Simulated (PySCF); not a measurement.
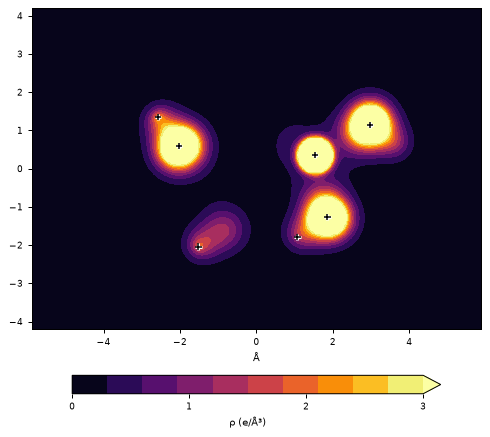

The electron density on a plane through atoms (crosses mark nuclei in the plane).

Computed with PySCF, PBE0/pcSseg-1, SCF density, gas phase, non-relativistic.

Candidates:
A. H₆O₆SSi₂
B. C₇H₁₅B
C. C₄H₇BO₃

**Which system is this?**

Candidate A: H₆O₆SSi₂ on the plane of atoms O3, Si1 and O4, which holds Si, O and H. Si–O (1.64 Å): the density is about 1.2 e/Å³ at the midpoint. O–H (0.97 Å): the density is about 3.6 e/Å³ at the midpoint.
